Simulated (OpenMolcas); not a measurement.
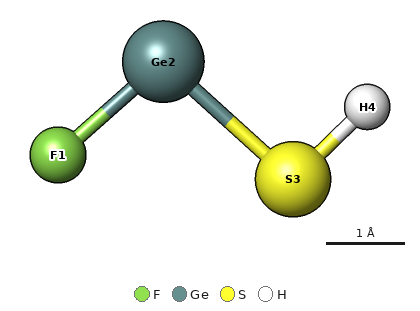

The structure (ball-and-stick view, seen on its broad side; atoms are numbered from 1 in the order of the input). Sticks mark near contacts.

## Run report: GeHSF, excited-state calculation (part 1 of 4)

GeHSF, computed with CASSCF/ANO-R2, sfX2C (OpenMolcas 26.06).

The geometry comes from this level: GFN2-xTB.

What the program printed
```
--- Start Module: gateway ---

                                              &GATEWAY

                       available to each process: 1.9 GB of memory, 1 thread

++    Symmetry information:
      ---------------------

                    Character Table for C1

                             E
                    a        1  x, y, xy, Rz, z, xz, Ry, yz, Rx, I
--

++    Basis set information:
      ----------------------

      Basis set label: F.ANO-R...2S1P.

      Electronic valence basis set:
      ------------------
      Associated Effective Charge   9.000000 au
      Associated Actual Charge      9.000000 au
      Nuclear Model: Finite nucleus - Gaussian distribution
        Gaussian exponent, Xi/bohr**(-2):  5.35469E+08

      Shell  nPrim  nBasis  Cartesian Spherical Contaminant
         s      13       2        X
         p       8       1        X

      Basis set label: GE.ANO-R...4S3P1D.

      Electronic valence basis set:
      ------------------
      Associated Effective Charge  32.000000 au
      Associated Actual Charge     32.000000 au
      Nuclear Model: Finite nucleus - Gaussian distribution
        Gaussian exponent, Xi/bohr**(-2):  2.52356E+08

      Shell  nPrim  nBasis  Cartesian Spherical Contaminant
         s      20       4        X
         p      15       3        X
         d       9       1                 X

      Basis set label: S.ANO-R...3S2P.

      Electronic valence basis set:
      ------------------
      Associated Effective Charge  16.000000 au
      Associated Actual Charge     16.000000 au
      Nuclear Model: Finite nucleus - Gaussian distribution
        Gaussian exponent, Xi/bohr**(-2):  4.04080E+08

      Shell  nPrim  nBasis  Cartesian Spherical Contaminant
         s      17       3        X
         p      11       2        X

      Basis set label: H.ANO-R...1S.

      Electronic valence basis set:
      ------------------
      Associated Effective Charge   1.000000 au
      Associated Actual Charge      1.000000 au
      Nuclear Model: Finite nucleus - Gaussian distribution
        Gaussian exponent, Xi/bohr**(-2):  2.12482E+09

      Shell  nPrim  nBasis  Cartesian Spherical Contaminant
         s       7       1        X
--

++    Molecular structure info:
      -------------------------

                    ************************************************
                    **** Cartesian Coordinates / bohr, angstrom ****
                    ************************************************

     Center  Label                x              y              z                     x              y              z
        1      F1              -3.732455       0.941310       1.113805             -1.975130       0.498120       0.589400
        2      GE2             -0.595434      -0.094751       1.993472             -0.315090      -0.050140       1.054900
        3      S3               1.027935      -0.039382      -1.934380              0.543960      -0.020840      -1.023630
        4      H4               3.299953      -0.807178      -1.172896              1.746260      -0.427140      -0.620670

                    ***************************************
                    *    InterNuclear Distances / bohr    *
                    ***************************************

               1 F1            2 GE2           3 S3            4 H4
    1 F1       0.000000
    2 GE2      3.418792        0.000000
    3 S3       5.737116        4.250461        0.000000
    4 H4       7.598748        5.070254        2.516234        0.000000

                    *******************************************
                    *    InterNuclear Distances / angstrom    *
                    *******************************************

               1 F1            2 GE2           3 S3            4 H4
    1 F1       0.000000
    2 GE2      1.809147        0.000000
    3 S3       3.035951        2.249247        0.000000
    4 H4       4.021084        2.683063        1.331534        0.000000
--

            Nuclear Potential Energy            243.65196010 au

--- Stop Module: gateway /rc=_RC_ALL_IS_WELL_ ---

--- Start Module: seward ---

                                              &SEWARD

                       available to each process: 1.9 GB of memory, 1 thread

               SEWARD will generate:
                  Multipole Moment integrals up to order  2
                  Kinetic Energy integrals
                  Nuclear Attraction integrals (finite nuclei - Gaussian type)
                  One-Electron Hamiltonian integrals
                  Velocity integrals
                  Relativistic X2C integrals
                  Orbital angular momentum around ( -0.6254   0.0700   0.8379 )
                  Velocity quadrupole around ( -0.6254   0.0700   0.8379 )
                  Atomic mean-field integrals
                  Two-Electron Repulsion integrals

                   Integrals are discarded if absolute value <: 1.00E-14
                   Integral cutoff threshold is set to       <: 1.00E-16

            Nuclear Potential Energy            243.65196010 au

      Basis set specifications :
      Symmetry species         a
      Basis functions           33

--- Stop Module: seward /rc=_RC_ALL_IS_WELL_ ---
--- Module seward spent 1 second ---

--- Start Module: rasscf ---

                                              &RASSCF

                       available to each process: 1.9 GB of memory, 1 thread

      Header of the ONEINT file:
      --------------------------

      OrdInt status: non-squared

      Cartesian coordinates in angstrom:
      -----------------------------------------------------
      No.  Label        X            Y            Z
      -----------------------------------------------------
       1   F1        -1.97513000   0.49812000   0.58940000
       2   GE2       -0.31509000  -0.05014000   1.05490000
       3   S3         0.54396000  -0.02084000  -1.02363000
       4   H4         1.74626000  -0.42714000  -0.62067000
      -----------------------------------------------------
      Nuclear repulsion energy =  243.65196010

++    Wave function specifications:
      -----------------------------

      Number of closed shell electrons          48
      Number of electrons in active shells      10
      Max number of holes in RAS1 space          0
      Max nr of electrons in RAS3 space          0
      Number of inactive orbitals               24
      Number of active orbitals                  9
      Number of secondary orbitals               0
      Spin quantum number                      0.0
      State symmetry                             1
--

++    Orbital specifications:
      -----------------------

      Symmetry species                           1
                                                 a
      Frozen orbitals                            0
      Inactive orbitals                         24
      Active orbitals                            9
      RAS1 orbitals                              0
      RAS2 orbitals                              9
      RAS3 orbitals                              0
      Secondary orbitals                         0
      Deleted orbitals                           0
      Number of basis functions                 33
--

++    CI expansion specifications:
      ----------------------------

      Number of CSFs                          5292
      Number of spin combinations             8001
      Number of determinants                 15876
      Number of root(s) required                 3
      Root chosen for geometry opt.              3
      CI roots used                              1     2     3
      weights                                0.333 0.333 0.333
      highest root included in the CI            3
      max. size of the explicit Hamiltonian    200
--

++    Optimization specifications:
      ----------------------------

      RASSCF algorithm: Conventional
      Maximum number of macro iterations       200
      Maximum number of SX iterations          100
      Threshold for RASSCF energy            1.000E-08
      Threshold for max MO rotation          1.000E-01
      Threshold for max BLB element          1.000E-04
      Level shift parameter                  5.000E-01
      Make Quasi-Newton update
--

      The MO-coefficients are taken from the file:
      step1.ScfOrb
      Title: SCF orbitals

      Total molecular charge    0.00

      ************************************************************************************************************************
      *                                            Wave function control section                                             *
      ************************************************************************************************************************

                                         RASSCF iterations: Energy and convergence statistics
                                         ----------------------------------------------------

          iter iter root      energy       change     param      element    value   shift minimum  type update hh:mm:ss
 Nr of preliminary CI iterations:   7
      Total energies have been shifted. Add                -2000.00 au
        1   1   18    0  -595.59294623    0.00E+00  -1.40E-01*  22  31 1 -2.85E-02*  0.16   0.00    SX    NO    0:00:00
        2   4   13    0  -595.60301907   -1.01E-02*  8.84E-02   24  33 1  8.92E-03*  0.17   0.00    SX    NO    0:00:00
        3   4    8    0  -595.60670598   -3.69E-03* -8.06E-02   24  33 1  8.74E-03*  0.16   0.00    SX    NO    0:00:00
        4   6    9    0  -595.60870712   -2.00E-03*  6.64E-02   24  33 1  7.92E-03*  0.16   0.00    SX    NO    0:00:00
        5   5    9    0  -595.60981228   -1.11E-03*  7.55E-02   24  33 1  6.61E-03*  0.15   2.50    LS   YES    0:00:00
        6   6    9    0  -595.61057852   -7.66E-04*  4.40E-02   24  33 1  5.12E-03*  0.15   1.68    LS   YES    0:00:00
        7   5    9    0  -595.61073814   -1.60E-04*  2.85E-02   24  33 1  4.20E-03*  0.15   1.20    QN   YES    0:00:00
        8   7    9    0  -595.61090702   -1.69E-04* -2.90E-02   22  31 1  2.58E-03*  0.15   2.11    LS   YES    0:00:00
        9   6    9    0  -595.61097333   -6.63E-05*  1.91E-02   24  32 1 -2.19E-03*  0.14   1.14    QN   YES    0:00:00
       10   6    9    0  -595.61101958   -4.62E-05* -1.93E-02   24  32 1 -1.31E-03*  0.14   2.06    LS   YES    0:00:00
       11   6    9    0  -595.61103646   -1.69E-05*  3.86E-03   22  31 1 -1.05E-03*  0.14   1.07    QN   YES    0:00:00
       12   5    8    0  -595.61104493   -8.47E-06*  2.96E-03   23  33 1  5.38E-04*  0.14   1.77    LS   YES    0:00:00
       13   5    8    0  -595.61104695   -2.02E-06*  2.34E-03   23  33 1  6.86E-04*  0.14   1.02    QN   YES    0:00:00
       14   5    8    0  -595.61104904   -2.08E-06*  2.43E-03   24  33 1  2.61E-04*  0.14   2.05    LS   YES    0:00:00
       15   5    8    0  -595.61104978   -7.46E-07*  1.22E-03   24  33 1  3.12E-04*  0.14   1.02    QN   YES    0:00:00
       16   5    7    0  -595.61105029   -5.13E-07* -1.54E-03   24  33 1  1.93E-04*  0.14   2.27    LS   YES    0:00:00
       17   5    7    0  -595.61105053   -2.38E-07*  5.31E-04   22  31 1 -1.25E-04*  0.14   1.02    QN   YES    0:00:00
       18   4    7    0  -595.61105061   -7.37E-08*  4.20E-04   22  31 1 -5.54E-05   0.14   1.79    LS   YES    0:00:00
       19   4    6    0  -595.61105062   -1.84E-08* -2.23E-04   22  33 1 -3.98E-05   0.14   1.02    QN   YES    0:00:00
       20   3    6    0  -595.61105063   -9.55E-09   1.53E-04   22  33 1 -1.55E-05   0.14   1.58    QN   YES    0:00:00
      Convergence after 20 iterations
       21   3    6    0  -595.61105064   -4.27E-09   1.53E-04   24  31 1 -7.71E-06   0.14   1.58    QN   YES    0:00:00

      ************************************************************************************************************************
                                                      Wave function printout:
                       occupation of active orbitals, and spin coupling of open shells (u,d: Spin up or down)
      ************************************************************************************************************************

      Note: transformation to natural orbitals
      has been made, which may change the order of the CSFs.

      printout of CI-coefficients larger than  0.05 for root  1
      energy=   -2595.712471
      conf/sym  111111111     Coeff  Weight
             1  222220000   0.93046 0.86576
            10  222200020  -0.07676 0.00589
            11  2222u000d  -0.08568 0.00734
            25  222udu0d0  -0.06252 0.00391
            26  222uud0d0   0.09651 0.00931
            64  22u2200d0  -0.05151 0.00265
            73  22u2d0020   0.05869 0.00344
            85  22u2d00ud  -0.07001 0.00490
           136  u2222d000   0.15662 0.02453
           146  u222ud0d0   0.05609 0.00315
           176  222022000  -0.07230 0.00523
           390  220220020  -0.05856 0.00343
           482  u2d22u0d0   0.05708 0.00326
           529  202220200  -0.08555 0.00732
           626  022222000  -0.06470 0.00419
           691  22uu2d00d  -0.07011 0.00492
           859  u2u22d0d0  -0.06404 0.00410

      printout of CI-coefficients larger than  0.05 for root  2
      energy=   -2595.572715
      conf/sym  111111111     Coeff  Weight
             2  2222ud000   0.94829 0.89926
            56  22u22d000   0.05460 0.00298
            65  22u2du0d0   0.12811 0.01641
            66  22u2ud0d0  -0.10392 0.01080
            74  22u20d020   0.05175 0.00268
           226  22ud22000   0.11398 0.01299
           382  22022u0d0  -0.05673 0.00322
           391  2202ud020  -0.07844 0.00615
           396  22022u00d   0.07748 0.00600
           483  u2d2u20d0   0.07158 0.00512
           530  2022ud200  -0.08794 0.00773

      printout of CI-coefficients larger than  0.05 for root  3
      energy=   -2595.547966
      conf/sym  111111111     Coeff  Weight
             7  2222u00d0   0.25664 0.06586
            11  2222u000d   0.08723 0.00761
            16  222u2d000  -0.86770 0.75290
            64  22u2200d0  -0.05895 0.00347
            73  22u2d0020   0.05850 0.00342
            76  22u22000d   0.12066 0.01456
           145  u222du0d0   0.08305 0.00690
           146  u222ud0d0  -0.14476 0.02096
           326  u22d22000   0.21157 0.04476
           496  u2d22u00d   0.06064 0.00368
           626  022222000   0.05780 0.00334
           633  0222u20d0   0.08386 0.00703
           871  u2u22d00d  -0.09249 0.00855
          1397  202u2d200   0.07832 0.00613

      Natural orbitals and occupation numbers for root  1
      sym 1:   1.938264   1.978225   1.961321   1.977375   1.925132   0.084993   0.023041   0.075060   0.036590

      Natural orbitals and occupation numbers for root  2
      sym 1:   1.992409   1.977242   1.896097   1.975446   1.021506   1.027823   0.023550   0.065525   0.020400

      Natural orbitals and occupation numbers for root  3
      sym 1:   1.886028   1.976234   1.939026   1.167198   1.853822   0.945623   0.024814   0.151222   0.056033

      ************************************************************************************************************************
      *                                                    Final results                                                     *
      ************************************************************************************************************************

++    Final optimization conditions:
      ------------------------------

      Average CI energy                           -2595.61105064
      RASSCF energy for state  3                  -2595.54796618
      Super-CI energy                                -0.00000000
      RASSCF energy change                            0.00000000
      Max change in MO coefficients              -1.638E-04
      Max non-diagonal density matrix element     1.533E-04
      Maximum BLB matrix element                 -7.708E-06
      (orbital pair  24,  31 in symmetry   1)
      Norm of electronic gradient            1.990E-02
--

      Final state energy(ies):
      ------------------------

::    RASSCF root number  1 Total energy:  -2595.71247064
::    RASSCF root number  2 Total energy:  -2595.57271509
::    RASSCF root number  3 Total energy:  -2595.54796618
      Von Neumann Entropy (Root   1) =  0.70747

      Mulliken population analysis for root number:  1
      -----------------------------------------------

++    Molecular charges:
      ------------------

      Mulliken charges per centre
      ---------------------------

                F1      GE2     S3      H4
      Total    9.1639 31.6637 16.3061  0.8663

      N-E     -0.1639  0.3363 -0.3061  0.1337

      Total electronic charge=   58.000000

      Total            charge=   -0.000000
--

      Expectation values of various properties for root number:  1
      -----------------------------------------------------------

++    Molecular properties:
      ---------------------

      Charge (e):
                      =   -0.0000
      Dipole Moment (debye):
      Origin of the operator (angstrom)=   -0.3309    0.0370    0.4434
                   X= -1.8604E-01               Y= -7.0072E-02               Z=  9.2250E-01           Total=  9.4368E-01
      Quadrupole Moment (debye*angstrom):
      Origin of the operator (angstrom)=   -0.3309    0.0370    0.4434
                  XX= -3.6244E+01              XY=  1.6261E-01              XZ=  5.3526E-01              YY= -3.5569E+01
                  YZ=  6.0944E-01              ZZ= -4.1114E+01
      In traceless form (debye*angstrom)
                  XX=  2.0970E+00              XY=  2.4392E-01              XZ=  8.0289E-01              YY=  3.1100E+00
                  YZ=  9.1416E-01              ZZ= -5.2070E+00
--

      LoProp population analysis for root number:  1
      -----------------------------------------------

++    LoProp analysis:
      ----------------

++    Static properties:
      ------------------

      LoProp Charges per center

                   F1       GE2      S3       H4
      Nuclear      9.0000  32.0000  16.0000   1.0000
      Electronic  -9.1043 -31.7935 -16.1879  -0.9142

      Total       -0.1043   0.2065  -0.1879   0.0858
--

      Natural Bond Order analysis for root number:  1
```
